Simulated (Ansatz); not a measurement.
```yaml
atoms:
  - { symbol: Al, position_ang: [-1.1281, 0.1953, 0.9015] }
  - { symbol: H, position_ang: [-0.3862, 1.5060, 0.5888] }
  - { symbol: Cl, position_ang: [-2.7205, -0.4555, -0.2899] }
  - { symbol: Cl, position_ang: [-0.5958, -0.9705, 2.5563] }
  - { symbol: H, position_ang: [0.9498, 0.8087, -0.6207] }
  - { symbol: N, position_ang: [1.4008, 0.0091, -1.0634] }
  - { symbol: H, position_ang: [0.7621, -0.4402, -1.7112] }
  - { symbol: H, position_ang: [1.7178, -0.6528, -0.3615] }
```

Not at a stationary point (largest force 0.6 eV/Å).

All numbers below come from RKS PBE0-D4/6-31G* (Ansatz 0.2.0).

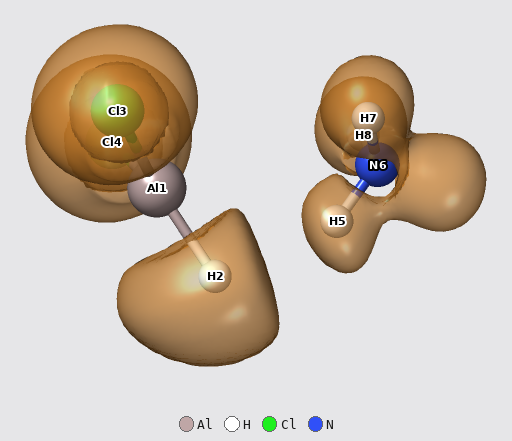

AlCl₂H···NH₃. Isosurface of the ELF at 0.8 (orange), seen from one side. Core shells and regions of very low density are left out.

Identify the bonds, lone pairs and shells in this picture.

The surface consists of one region around a hydrogen nucleus, two regions on Cl in which the atom's valence shell and bonds are merged and one joined region spread over several atoms (H, N), in which their bonds and any lone pairs are merged. Profiles from the grid: Al1···H5 (2.65 Å): the ELF dips to about 0.10 between them. Al–Cl (2.09 Å): the ELF peaks at about 0.85 in the valence shell of Cl, 0.9 Å from its nucleus, and is about 0.80 at the midpoint.
